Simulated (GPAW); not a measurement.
Consider NbAl3 (I4/mmm).

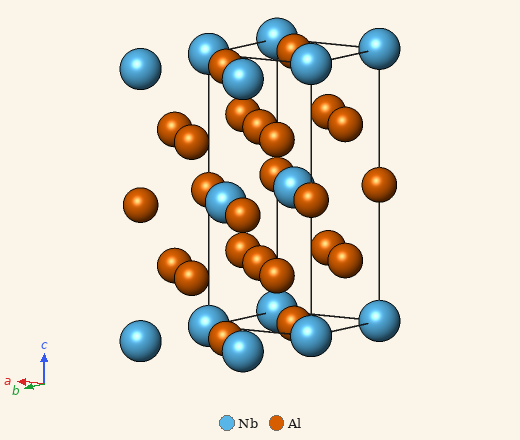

The structure (niobium blue, aluminium orange). 1×2×1 conventional cells are drawn. Some periodic images of atoms are drawn too.

```cif
data_structure
_symmetry_space_group_name_H-M 'P 1'
_symmetry_Int_Tables_number 1
_cell_length_a 5.0769
_cell_length_b 5.0769
_cell_length_c 5.0769
_cell_angle_alpha 135.631
_cell_angle_beta 135.631
_cell_angle_gamma 64.551
_cell_volume 63.10
loop_
_atom_site_label
_atom_site_type_symbol
_atom_site_fract_x
_atom_site_fract_y
_atom_site_fract_z
_atom_site_occupancy
Nb1 Nb 0.00000 0.00000 0.00000 1
Al2 Al 0.25000 0.75000 0.50000 1
Al3 Al 0.75000 0.25000 0.50000 1
Al4 Al 0.50000 0.50000 0.00000 1
```

Absorber: atom 1, with 4 Al at 2.71 Å and 8 Al at 2.88 Å (distorted cuboctahedral, site symmetry 4/mmm). Method: GPAW, LDA, excited-electron core hole (neutral cell), 16-atom cell with 5.4 Å between holes, 4×4×4 k points, dipole transitions, Gaussian full width 1.66 eV up to 4 eV, rising linearly to 3.5 eV at 25 eV.

**Question.** What does the Nb L₃ edge look like?

Main maxima up to 30 eV above the zero (height): 0.8 eV (2.77), 3.0 eV (1.97) and 6.6 eV (1.07). At an L edge the dipole rule selects empty d (and weakly s) states on the absorber, and the strong line at the onset measures the empty part of its d band. 

The Nb L₃ spectrum (energy from the lowest empty level; intensity scaled to a mean of 1 over the first 20 eV; polarised curves are means over the symmetry-equivalent atoms):

```
E (eV)  isotropic  ε ⊥ c  ε ∥ c
  -2.0       0.01   0.01   0.00
  -0.5       0.88   0.99   0.68
   1.0       2.70   2.77   2.55
   2.5       1.91   1.83   2.07
   4.0       1.58   1.46   1.83
   5.5       0.99   1.02   0.94
   7.0       1.03   1.11   0.89
   8.5       0.81   0.82   0.79
  10.0       0.66   0.64   0.69
  11.5       0.69   0.68   0.69
  13.0       0.61   0.61   0.61
  14.5       0.57   0.59   0.53
  16.0       0.57   0.60   0.51
  17.5       0.51   0.52   0.50
  19.0       0.46   0.45   0.48
  20.5       0.41   0.39   0.43
  22.0       0.35   0.34   0.37
  23.5       0.31   0.30   0.32
  25.0       0.31   0.30   0.32
  26.5       0.37   0.36   0.39
  28.0       0.52   0.51   0.54
  29.5       0.68   0.68   0.69
  31.0       0.75   0.75   0.74
```

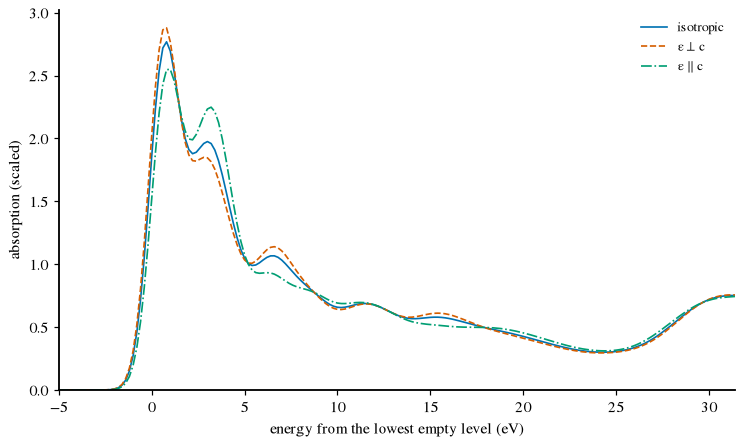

The Nb L₃ edge.

Only the L₃ part is meant: spin–orbit coupling of the core level isn't computed and the L₂ copy isn't added. The script folds with a Gaussian, whereas the core hole's own line is a Lorentzian, so the onset is too steep and the first peak too high. The holes are only 5.4 Å apart, so the shape is probably not converged with cell size; no larger cell was run here. The mesh is coarse (0.30 Å⁻¹ between points), so small maxima may be mesh ripples. The structure is a computed Materials Project entry and may be a hypothetical form.

[Banner, clock and machine lines of the logs are left out without a mark of their own.]

[Logs are printed without paths, hosts, clocks, repeated set-up lines and the standing remarks that a program may print on its own settings, such as how far it seeks lower states.]

[Hosts, paths, dates, database ids (printed as entryN), source tags and the programs' standing remarks are cut or masked in the printed files.]

[Lists of maxima count a maximum above −3 eV only where it reaches 4 % of the highest in the window and stands out from its surroundings by 2 % of it (1.5 % where it reaches 55 %); shoulders and weaker maxima are passed over, and of the rest the first, up to two pre-edge ones and the few strongest are named.]
